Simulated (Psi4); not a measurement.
**SiF2 (SMILES F[Si]F) at M06-2X/def2-TZVP**

Aim: the vertical ionisation energy of SiF2 at M06-2X/def2-TZVP, from 2 runs. 

The calculation is run with Psi4 1.11.

## (1) The molecule

The species is SiF2 (3 atoms), meant as a singlet with charge 0. SMILES: `F[Si]F`. The shape is that of a PBE0-D4/def2-TZVP optimisation.

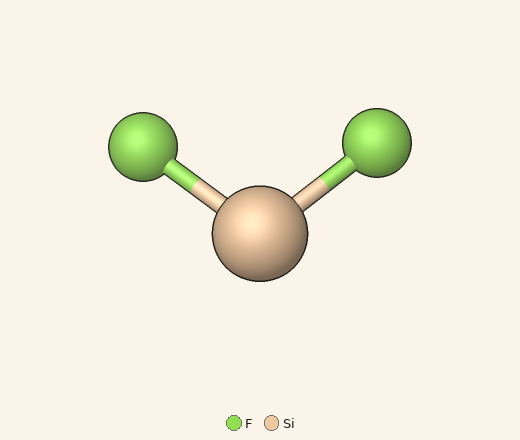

The structure, seen from a chosen angle (fluorine green, silicon light orange).

## (2) Energy and forces at M06-2X/def2-TZVP

The input, input.inp:

```
memory 1600 mb

molecule {
  0 1
  F
  Si 1 R2
  F 2 R3 1 A3

  R2 = 1.601509
  R3 = 1.601517
  A3 = 100.60967
  units angstrom
  symmetry c1
  no_reorient
  no_com
}

set puream true
set e_convergence 1e-09
set d_convergence 1e-08
set scf_type pk
set dft_radial_points 99
set dft_spherical_points 590

result, w = gradient('m06-2x/def2-TZVP', return_wfn=True)
oeprop(w, 'WIBERG_LOWDIN_INDICES', 'MAYER_INDICES', 'QUADRUPOLE')
print_variables()
```

Launch:

```console
$ psi4 input.inp input.out -n 1
```

input.out:

```text
[...]
  Running in c1 symmetry.
[...]
  Nuclear repulsion =  100.658423604419227
[...]
  Multiplicity = 1
[...]
  Nalpha       = 16
  Nbeta        = 16
[...]
    Number of basis functions: 99
[...]
   @RKS iter   1:  -489.22505929302076   -6.28595e-01   4.92872e-03 DIIS/ADIIS
[...]
   @RKS iter  11:  -489.29209835716392   -2.84217e-13   7.45364e-10 DIIS
[...]
    Orbital Energies [Eh]
    ---------------------
    Doubly Occupied:
       1A    -67.090188     2A    -25.252598     3A    -25.252590
       4A     -5.621254     5A     -3.930346     6A     -3.929058
       7A     -3.926962     8A     -1.358297     9A     -1.336643
      10A     -0.664006    11A     -0.598148    12A     -0.572845
      13A     -0.565454    14A     -0.536547    15A     -0.521923
      16A     -0.346998
[...]
  @RKS Final Energy:  -489.29209835716392
   => Energetics <=
    Nuclear Repulsion Energy =            100.6584236044192266
    One-Electron Energy =                -880.5327403853553960
    Two-Electron Energy =                 310.5234453942853179
    DFT Exchange-Correlation Energy =     -19.9412269705130676
    Empirical Dispersion Energy =           0.0000000000000000
    VV10 Nonlocal Energy =                  0.0000000000000000
    Total Energy =                       -489.2920983571639226
[...]
  -Total Gradient:
     Atom            X                  Y                   Z
    ------   -----------------  -----------------  -----------------
       1       -0.001089881131     0.002927086825    -0.000000000000
       2       -0.001538228485    -0.001272252590    -0.000000000000
       3        0.002680972998    -0.001611025478    -0.000000000000
[...]
 Multipole Moments:
 ------------------------------------------------------------------------------------
     Multipole            Electronic (a.u.)      Nuclear  (a.u.)        Total (a.u.)
 ------------------------------------------------------------------------------------
 L = 1.  Multiply by 2.5417464519 to convert [e a0] to [Debye]
 Dipole X            :          0.2584418           -0.6396012           -0.3811594
 Dipole Y            :          0.2145416           -0.5309127           -0.3163711
 Dipole Z            :         -0.0000000            0.0000000           -0.0000000
 Magnitude           :                                                    0.4953516
 L = 2.  Multiply by 1.3450342976 to convert [e a0^2] to [Debye ang]
 Quadrupole XX       :        -75.0642709           57.2533169          -17.8109540
 Quadrupole XY       :         34.1074995          -33.4995957            0.6079039
[...]
```

It took 15 s on 1 thread of Intel Xeon 6975P-C (Granite Rapids), shared host; peak memory 0.71 GiB.

## (3) The doublet cation: the energy at UM06-2X/def2-TZVP

The input, input.json:

```json
{
  "schema_name": "qcschema_input",
  "schema_version": 1,
  "molecule": {
    "schema_name": "qcschema_molecule",
    "schema_version": 2,
    "symbols": ["F", "Si", "F"],
    "geometry": [0.31426145, 2.35611053, 0.43350317, -1.12419807, -0.08768329, -0.62379859, 0.80993662, -2.26842724, 0.19029542],
    "molecular_charge": 1,
    "molecular_multiplicity": 2,
    "fix_symmetry": "c1"
  },
  "driver": "energy",
  "model": {
    "method": "m06-2x",
    "basis": "def2-TZVP"
  },
  "keywords": {
    "reference": "uks",
    "puream": true,
    "e_convergence": 1e-09,
    "d_convergence": 1e-08,
    "scf_type": "pk",
    "dft_radial_points": 99,
    "dft_spherical_points": 590,
    "maxiter": 100
  }
}
```

Launch:

```console
$ psi4 --qcschema input.json -n 1 --memory 1600MB
```

stdout:

```text
[...]
  Running in c1 symmetry.
[...]
  Nuclear repulsion =  100.658413757844158
[...]
  Multiplicity = 2
[...]
  Nalpha       = 16
  Nbeta        = 15
[...]
    Number of basis functions: 99
[...]
   @UKS iter   1:  -488.79961230845146   -2.03149e-01   4.78835e-03 DIIS/ADIIS
[...]
   @UKS iter  13:  -488.88660798866908   -8.01492e-12   7.61990e-09 DIIS
[...]
   @S^2 Observed:                7.523640706E-01
[...]
    Orbital Energies [Eh]
    ---------------------
    Alpha Occupied:
       1A    -67.477671     2A    -25.546071     3A    -25.546063
       4A     -5.999832     5A     -4.310137     6A     -4.310043
       7A     -4.305704     8A     -1.641968     9A     -1.619396
      10A     -0.955606    11A     -0.881776    12A     -0.853381
      13A     -0.840454    14A     -0.809005    15A     -0.796635
      16A     -0.704344
    Alpha Virtual:
      17A     -0.349736    18A     -0.244069    19A     -0.192547
      20A     -0.035944    21A     -0.019471    22A      0.001504
      23A      0.006835    24A      0.015081    25A      0.024882
[...]
  @UKS Final Energy:  -488.88660798866908
   => Energetics <=
    Nuclear Repulsion Energy =            100.6584137578441585
    One-Electron Energy =                -870.5164323174974470
    Two-Electron Energy =                 300.7460682447606928
    DFT Exchange-Correlation Energy =     -19.7746576737765061
    Empirical Dispersion Energy =           0.0000000000000000
    VV10 Nonlocal Energy =                  0.0000000000000000
    Total Energy =                       -488.8866079886690841
[...]
 Multipole Moments:
 ------------------------------------------------------------------------------------
     Multipole            Electronic (a.u.)      Nuclear  (a.u.)        Total (a.u.)
 ------------------------------------------------------------------------------------
 L = 1.  Multiply by 2.5417464519 to convert [e a0] to [Debye]
 Dipole X            :         -1.0360201           -0.8292942           -1.8653142
 Dipole Y            :         -0.0709878           -0.0568279           -0.1278158
 Dipole Z            :          0.0000000            0.0000000            0.0000000
 Magnitude           :                                                    1.8696882
[...]
```

The result, in JSON:

```text
{
 "driver": "energy",
 "model": {
  "method": "m06-2x",
  "basis": "def2-TZVP"
 },
 "success": true,
 "return_result": -488.8866079886691,
 "properties": {
  "calcinfo_nbasis": 99,
  "calcinfo_nmo": 99,
  "calcinfo_nalpha": 16,
  "calcinfo_nbeta": 15,
  "calcinfo_natom": 3,
  "nuclear_repulsion_energy": 100.65841375784416,
  "return_energy": -488.8866079886691,
  "scf_one_electron_energy": -870.5164323174974,
  "scf_two_electron_energy": 300.7460682447607,
  "scf_xc_energy": -19.774657673776506,
  "scf_dipole_moment": [-1.8653142446637878, -0.12781575579426604, 2.743719499912866e-15],
  "scf_total_energy": -488.8866079886691,
  "scf_iterations": 13
 }
}
```

Run time: 17 s. Hardware: 1 thread of Intel Xeon 6975P-C (Granite Rapids), shared host; peak memory 0.73 GiB.

## (4) Results

Level: M06-2X/def2-TZVP.

| quantity | value |
| --- | --- |
| singlet SiF2: total energy | -489.29210 Eh |
| singlet SiF2: dipole moment | 1.26 D |
| singlet SiF2: HOMO energy | -9.44 eV |
| singlet SiF2: LUMO energy | -1.25 eV |
| singlet SiF2: HOMO–LUMO gap | 8.19 eV |
| singlet SiF2: largest force on an atom | 0.161 eV/Å |
| doublet cation: total energy | -488.88661 Eh |
| doublet cation: HOMO energy (highest over α and β) | -19.17 eV |
| doublet cation: LUMO energy (lowest over α and β) | -13.33 eV |
| doublet cation: ⟨S²⟩ | 0.752 |
| vertical ionisation energy (to the doublet cation) | 11.034 eV |

Removing an electron at fixed nuclei costs 11.03 eV (254 kcal/mol). −ε(HOMO) before ionisation, 9.44 eV, is 1.59 eV below this ionisation energy.
